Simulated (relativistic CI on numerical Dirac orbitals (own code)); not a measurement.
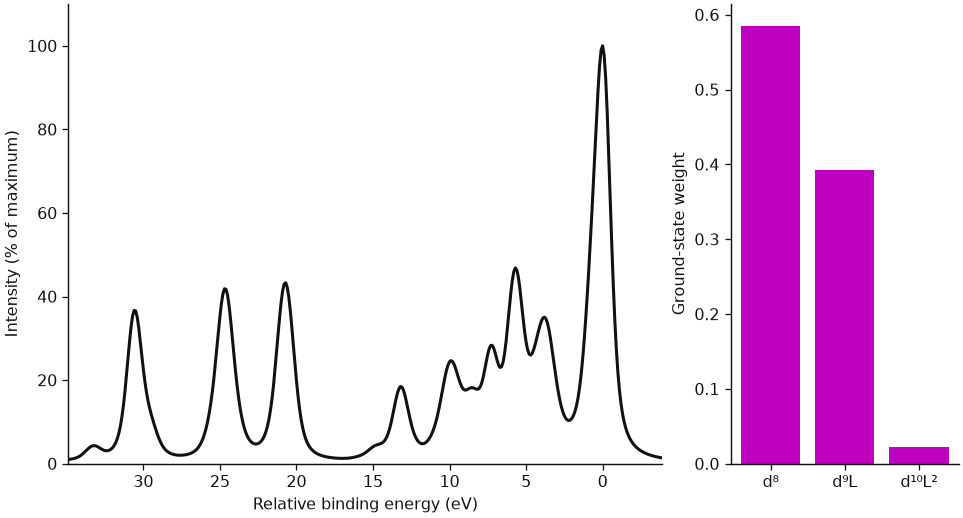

2p photoemission of nominal Cu³⁺ (d⁸) with Δ = −0.2, U_dd = 6.6, U_pd = 7.7, 10Dq = −0.4 (ligand 0), V(eg) = 1, V(t2g) = −1.7 eV, final-state hopping scaled by 0.8. Charge-transfer multiplet model of a cubic metal–ligand cluster, up to 2 ligand holes (L), atomic integrals computed for Dirac–Coulomb–Breit ions and scaled by 0.9, 300 K, Voigt broadening (Lorentzian 0.6 eV, Gaussian 0.8 eV). Energies are counted from the highest peak in the lower part of the range.

**Describe the spectrum and the ground state.**

The main maxima lie at 0.0 eV (100), 3.8 eV (35), 5.7 eV (47), 7.3 eV (28), 9.9 eV (25), 13.2 eV (18), 20.7 eV (43), 24.7 eV (42) and 30.6 eV (37), heights in % of the largest. The features below about 17 eV belong to the 2p₃/₂ hole, those above mostly to the 2p₁/₂ hole. The ground state is 59 % d⁸, 39 % d⁹L and 2 % d¹⁰L², with 8.44 d electrons and S = 1.00.
